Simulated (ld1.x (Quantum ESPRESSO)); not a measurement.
# Co, RRKJ: a sweep of the radius of the local potential

One potential is built and tested. Then the radius of the local potential is changed, to learn what it costs or gains.

The numbers are computed with ld1.x (Quantum ESPRESSO) 7.5 (PBE, scalar-relativistic, spin-unpolarised reference atom).

1 further run of the same task is left out (it didn't finish).

### 1 Settings

Typed settings, in words:

```
element                 : cobalt (Co, Z = 27)
type                    : norm-conserving RRKJ (Kleinman–Bylander form)
frozen core             : [Ar]
valence charge          : 9
reference configuration : 3d7 4s1.5 4p0 (charge +0.5)
partial waves           : 4s (bound): rc 2.50 bohr; 4p (bound, empty): rc 2.45 bohr; 3d (bound): rc 1.30 bohr
local potential         : all-electron potential smoothed inside 1.96 bohr (lloc = -2)
core correction         : a·sin(br)/r model core inside 1.00 bohr
```

An earlier all-electron run gives the scale for the radii.

All-electron outer shells of the reference configuration (PBE, scalar-relativistic, ld1.x):

| shell | level (eV) | outermost node (bohr) | outermost maximum (bohr) |
| --- | --- | --- | --- |
| 3s | -106.61 | 0.31 | 0.66 |
| 3p | -69.85 | 0.28 | 0.68 |
| 3d | -12.39 | – | 0.66 |
| 4s | -8.99 | 0.96 | 2.26 |
| 4p | -4.21 | 1.05 | 2.94 |

### 2 The first potential

The input, Co.in:

```
 &input
   title='Co', zed=27., rel=1, dft='PBE', iswitch=3,
   config='[Ar] 3d7 4s1.5 4p0',
   nld=3, rlderiv=2.70, eminld=-3.0, emaxld=5.0, deld=0.02
 /
 &inputp
   pseudotype=2, tm=.false., rho0=0.02, lloc=-2, rcloc=1.96,
   nlcc=.true., rcore=1.00,
   file_pseudopw='Co.UPF', file_wfcaegen='ae.wfc', file_wfcncgen='nc.wfc', file_beta='beta', file_chi='chi'
 /
3
4S  1  0   1.50   0.00  2.50  2.50  0.0
4P  2  1   0.00   0.00  2.45  2.45  0.0
3D  3  2   7.00   0.00  1.30  1.30  0.0
 &test
   configts(1)='3d7 4s1.5 4p0'
 /
```

Run with:

```
ld1.x < Co.in > Co.out
```

What the program wrote to Co.out (without the banner and most projector matrices):

```text
     Program LD1 v.7.5
     --------------------------- All-electron run ----------------------------

     Co
     scalar relativistic calculation

     atomic number is 27.00
     dft =PBE   lsd =0 sic =0 latt =0  beta=0.20 tr2=1.0E-14
     Exchange-correlation= PBE
                           (   1   4   3   4   0   0   0)
     mesh =1193 r(mesh) =  99.89935 a.u. xmin = -7.00 dx = 0.01250
     1 Ry =  13.60569312 eV, c = 137.03599908

     n l     nl                  e(Ry)          e(Ha)          e(eV)
     1 0     1S 1( 2.00)      -558.3936      -279.1968     -7597.3314
     2 0     2S 1( 2.00)       -66.3803       -33.1901      -903.1498
     2 1     2P 1( 6.00)       -56.8949       -28.4475      -774.0949
     3 0     3S 1( 2.00)        -7.8360        -3.9180      -106.6148
     3 1     3P 1( 6.00)        -5.1342        -2.5671       -69.8541
     3 2     3D 1( 7.00)        -0.9107        -0.4554       -12.3909
     4 0     4S 1( 1.50)        -0.6607        -0.3303        -8.9888
     4 1     4P 1( 0.00)        -0.3091        -0.1545        -4.2050

     final scf error:  7.5E-15 reached in  27 iterations

     Etot =   -2786.030079 Ry,   -1393.015039 Ha,  -37905.870282 eV

     Ekin =    2822.016736 Ry,    1411.008368 Ha,   38395.493698 eV
     Encl =   -6666.177656 Ry,   -3333.088828 Ha,  -90697.967496 eV
     Eh   =    1176.570388 Ry,     588.285194 Ha,   16008.055631 eV
     Exc  =    -118.439546 Ry,     -59.219773 Ha,   -1611.452115 eV

     normalization and overlap integrals

     s(1S/1S) =  1.000000  <r> =   0.0562  <r2> =    0.0042  r(max) =   0.0366
     s(2S/2S) =  1.000000  <r> =   0.2555  <r2> =    0.0770  r(max) =   0.2131
     s(2P/2P) =  1.000000  <r> =   0.2250  <r2> =    0.0622  r(max) =   0.1723
     s(3S/3S) =  1.000000  <r> =   0.7738  <r2> =    0.6917  r(max) =   0.6648
     s(3P/3P) =  1.000000  <r> =   0.8163  <r2> =    0.7868  r(max) =   0.6816
     s(3D/3D) =  1.000000  <r> =   1.0597  <r2> =    1.5069  r(max) =   0.6648
     s(4S/4S) =  1.000000  <r> =   2.7438  <r2> =    8.7028  r(max) =   2.2629
     s(4P/4P) =  1.000000  <r> =   3.7233  <r2> =   16.2768  r(max) =   2.9422

     ------------------------ End of All-electron run ------------------------

     --------------------- Generating NC pseudopotential ---------------------

      Generating local potential from pseudized AE potential:
      Matching radius rcloc =   1.9600
      Enforcing V''(0)=0 (lloc=-2)

      Local pseudo, rcloc= 1.972 Estimated cut-off energy=     8.24 Ry

      Computing core charge for nlcc:

       r > 1.00 : true rho core
       r < 1.00 : rho core = a sin(br)/r    a=  11.72  b=   2.54

      Integrated core pseudo-charge :   6.74

      Wfc   4S  rcut= 2.470  Estimated cut-off energy=        7.48 Ry
      Using 4 Bessel functions for this wfc, rho(0) = 0.020
      This function has    0 nodes for 0 < r <    2.470

      Wfc   4P  rcut= 2.470  Estimated cut-off energy=       28.12 Ry
      This function has    0 nodes for 0 < r <    2.470

      Wfc   3D  rcut= 1.289  Estimated cut-off energy=      140.67 Ry
      This function has    0 nodes for 0 < r <    1.289

     ------------------- End of pseudopotential generation -------------------

     [... the all-electron block is printed once more ...]


     Computing logarithmic derivative in   2.71267
     Computing logarithmic derivative in   2.71267
     Computing the partial wave expansion
     R is outside the sphere for l=    0 j= 0.00
     R is outside the sphere for l=    1 j= 0.00
     R is outside the sphere for l=    2 j= 0.00

     ---------------------- Testing the pseudopotential ----------------------

     Co
     scalar relativistic calculation

     atomic number is 27.00   valence charge is  9.00
     dft =PBE   lsd =0 sic =0 latt =0  beta=0.20 tr2=1.0E-14
     mesh =1193 r(mesh) =  99.89935 xmin = -7.00 dx = 0.01250

     n l     nl             e AE (Ry)        e PS (Ry)    De AE-PS (Ry)
     3 2     3D   1( 7.00)       -0.91071       -0.91072        0.00000
     1 0     4S   1( 1.50)       -0.66067       -0.66067        0.00000
     2 1     4P   1( 0.00)       -0.30907       -0.30907        0.00000

     eps = 4.3E-17  iter =  4

     Etot =   -2786.030079 Ry,   -1393.015039 Ha,  -37905.870282 eV
     Etotps =   -67.866947 Ry,     -33.933473 Ha,    -923.376853 eV

     Ekin =      87.476634 Ry,      43.738317 Ha,    1190.180237 eV
     Encl =    -112.011730 Ry,     -56.005865 Ha,   -1523.997230 eV
     Ehrt =      51.423074 Ry,      25.711537 Ha,     699.646566 eV
     Ecxc =     -24.845269 Ry,     -12.422634 Ha,    -338.037103 eV
     (Ecc =     -10.572281 Ry,      -5.286140 Ha,    -143.843208 eV)
     Epseu=     -69.909656 Ry,     -34.954828 Ha,    -951.169323 eV

     ---------------------- End of pseudopotential test ----------------------
```

It took 1.1 s on 1 thread, shared host. (Generation and the later configuration tests together.)

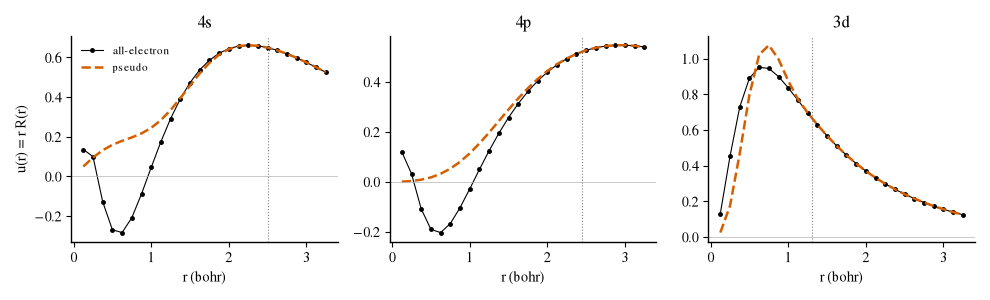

All-electron and pseudo partial waves (4s, 4p, 3d), with the matching radii dotted. The curves join 26 sampled radii, too few to resolve the innermost nodes.

### 3 Configuration tests

The input, Co.test.in:

```
 &input
   title='Co', zed=27., rel=1, dft='PBE', iswitch=2,
   config='[Ar] 3d7 4s1.5 4p0'
 /
 &test
   file_pseudo='Co.UPF', nconf=8,
   configts(1)='3d7 4s1.5 4p0',
   configts(2)='3d7 4s2 4p0',
   configts(3)='3d7 4s1 4p0',
   configts(4)='3d7 4s0 4p0',
   configts(5)='3d7.5 4s1.5 4p0',
   configts(6)='3d7 4s0 4p1',
   configts(7)='3d8 4s0 4p0',
   configts(8)='3d8 4s1 4p0'
 /
```

Run with:

```
ld1.x < Co.test.in > Co.test.out
```

Co.test.out, the pseudopotential blocks:

```text
     ---------------------- Testing the pseudopotential ----------------------

     Co
     scalar relativistic calculation

     atomic number is 27.00   valence charge is  9.00
     dft =PBE   lsd =0 sic =0 latt =0  beta=0.20 tr2=1.0E-14
     mesh =1193 r(mesh) =  99.89935 xmin = -7.00 dx = 0.01250

     n l     nl             e AE (Ry)        e PS (Ry)    De AE-PS (Ry)
     3 2     3D   1( 7.00)       -0.91071       -0.91072        0.00000
     1 0     4S   1( 1.50)       -0.66067       -0.66067        0.00000
     2 1     4P   1( 0.00)       -0.30907       -0.30907        0.00000

     eps = 3.9E-15  iter = 17

     Etot =   -2786.030079 Ry,   -1393.015039 Ha,  -37905.870282 eV
     Etotps =   -67.866947 Ry,     -33.933474 Ha,    -923.376858 eV

     Ekin =      87.476634 Ry,      43.738317 Ha,    1190.180233 eV
     Encl =    -112.011730 Ry,     -56.005865 Ha,   -1523.997230 eV
     Ehrt =      51.423074 Ry,      25.711537 Ha,     699.646566 eV
     Ecxc =     -24.845269 Ry,     -12.422634 Ha,    -338.037103 eV
     (Ecc =     -10.572281 Ry,      -5.286140 Ha,    -143.843208 eV)
     Epseu=     -69.909656 Ry,     -34.954828 Ha,    -951.169324 eV

     ---------------------- End of pseudopotential test ----------------------

     ---------------------- Testing the pseudopotential ----------------------

     Co
     [...]
     n l     nl             e AE (Ry)        e PS (Ry)    De AE-PS (Ry)
     3 2     3D   1( 7.00)       -0.60298       -0.60452        0.00154
     1 0     4S   1( 2.00)       -0.40202       -0.40206        0.00004
     2 1     4P   1( 0.00)       -0.09383       -0.09380       -0.00003

     eps = 1.9E-15  iter = 17

     Etot =   -2786.294851 Ry,   -1393.147426 Ha,  -37909.472698 eV
     Etotps =   -68.131751 Ry,     -34.065876 Ha,    -926.979700 eV
     dEtot_ae =      -0.264773 Ry
     dEtot_ps =      -0.264804 Ry,   Delta E=       0.000031 Ry

     [...]
     ---------------------- End of pseudopotential test ----------------------

     ---------------------- Testing the pseudopotential ----------------------

     Co
     [...]
     n l     nl             e AE (Ry)        e PS (Ry)    De AE-PS (Ry)
     3 2     3D   1( 7.00)       -1.24646       -1.24526       -0.00120
     1 0     4S   1( 1.00)       -0.93803       -0.93822        0.00019
     2 1     4P   1( 0.00)       -0.54886       -0.54907        0.00021

     eps = 3.9E-15  iter = 13

     Etot =   -2785.631149 Ry,   -1392.815574 Ha,  -37900.442564 eV
     Etotps =   -67.467946 Ry,     -33.733973 Ha,    -917.948171 eV
     dEtot_ae =       0.398930 Ry
     dEtot_ps =       0.399001 Ry,   Delta E=      -0.000071 Ry

     [...]
     ---------------------- End of pseudopotential test ----------------------

     ---------------------- Testing the pseudopotential ----------------------

     Co
     [...]
     n l     nl             e AE (Ry)        e PS (Ry)    De AE-PS (Ry)
     3 2     3D   1( 7.00)       -1.98916       -1.99058        0.00142
     1 0     4S   1( 0.00)       -1.53869       -1.54203        0.00334
     2 1     4P   1( 0.00)       -1.07841       -1.08077        0.00236

     eps = 8.6E-15  iter = 13

     Etot =   -2784.397424 Ry,   -1392.198712 Ha,  -37883.656885 eV
     Etotps =   -66.232840 Ry,     -33.116420 Ha,    -901.143694 eV
     dEtot_ae =       1.632655 Ry
     dEtot_ps =       1.634107 Ry,   Delta E=      -0.001453 Ry

     [...]
     ---------------------- End of pseudopotential test ----------------------

     ---------------------- Testing the pseudopotential ----------------------

     Co
     [...]
     n l     nl             e AE (Ry)        e PS (Ry)    De AE-PS (Ry)
     3 2     3D   1( 7.50)       -0.44423       -0.43785       -0.00638  !
     1 0     4S   1( 1.50)       -0.35944       -0.36123        0.00178
     2 1     4P   1( 0.00)       -0.07538       -0.07703        0.00165

     eps = 2.4E-15  iter = 18

     Etot =   -2786.365447 Ry,   -1393.182723 Ha,  -37910.433198 eV
     Etotps =   -68.200542 Ry,     -34.100271 Ha,    -927.915645 eV
     dEtot_ae =      -0.335368 Ry
     dEtot_ps =      -0.333595 Ry,   Delta E=      -0.001774 Ry

     [...]
     ---------------------- End of pseudopotential test ----------------------

     ---------------------- Testing the pseudopotential ----------------------

     Co
     [...]
     n l     nl             e AE (Ry)        e PS (Ry)    De AE-PS (Ry)
     3 2     3D   1( 7.00)       -1.35700       -1.36307        0.00607  !
     1 0     4S   1( 0.00)       -1.00643       -1.00730        0.00087
     2 1     4P   1( 1.00)       -0.60637       -0.60633       -0.00004

     eps = 9.2E-15  iter = 15

     Etot =   -2785.236570 Ry,   -1392.618285 Ha,  -37895.074046 eV
     Etotps =   -67.072943 Ry,     -33.536471 Ha,    -912.573875 eV
     dEtot_ae =       0.793509 Ry
     dEtot_ps =       0.794005 Ry,   Delta E=      -0.000496 Ry

     [...]
     ---------------------- End of pseudopotential test ----------------------

     ---------------------- Testing the pseudopotential ----------------------

     Co
     [...]
     n l     nl             e AE (Ry)        e PS (Ry)    De AE-PS (Ry)
     3 2     3D   1( 8.00)       -0.89978       -0.88314       -0.01664  !
     1 0     4S   1( 0.00)       -0.82023       -0.82518        0.00495
     2 1     4P   1( 0.00)       -0.46842       -0.47573        0.00730  !

     eps = 1.3E-15  iter = 14

     Etot =   -2785.819239 Ry,   -1392.909620 Ha,  -37903.001666 eV
     Etotps =   -67.643603 Ry,     -33.821801 Ha,    -920.338098 eV
     dEtot_ae =       0.210839 Ry
     dEtot_ps =       0.223345 Ry,   Delta E=      -0.012505 Ry

     [...]
     ---------------------- End of pseudopotential test ----------------------

     ---------------------- Testing the pseudopotential ----------------------

     Co
     [...]
     n l     nl             e AE (Ry)        e PS (Ry)    De AE-PS (Ry)
     3 2     3D   1( 8.00)       -0.31141       -0.30157       -0.00984  !
     1 0     4S   1( 1.00)       -0.32150       -0.32597        0.00447
     2 1     4P   1( 0.00)       -0.05948       -0.06258        0.00311

     eps = 6.9E-15  iter = 19

     Etot =   -2786.383253 Ry,   -1393.191627 Ha,  -37910.675469 eV
     Etotps =   -68.212527 Ry,     -34.106264 Ha,    -928.078716 eV
     dEtot_ae =      -0.353175 Ry
     dEtot_ps =      -0.345580 Ry,   Delta E=      -0.007595 Ry

     [...]
     ---------------------- End of pseudopotential test ----------------------
```

Energies count from the reference configuration 3d7 4s1.5 4p0; the error is all-electron less pseudo.

```tsv
valence configuration	charge	ΔE all-electron (eV)	error AE − PS (meV)
3d7 4s2 4p0	0	-3.602	+0.4
3d7 4s1 4p0	+1	5.428	-1.0
3d7 4s0 4p0	+2	22.213	-20
3d7.5 4s1.5 4p0	0	-4.563	-24
3d7 4s0 4p1	+1	10.796	-6.7
3d8 4s0 4p0	+1	2.869	-170
3d8 4s1 4p0	0	-4.805	-103
```

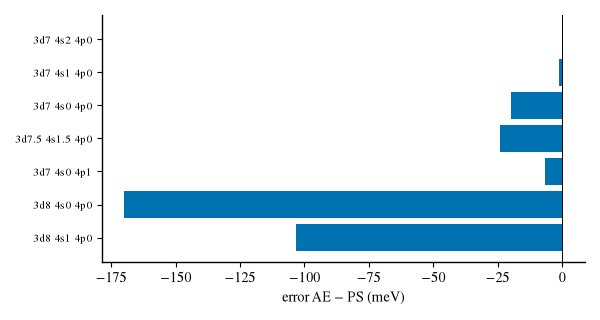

Error of the potential in each test configuration.

(Part 1 of 2 ends here.)
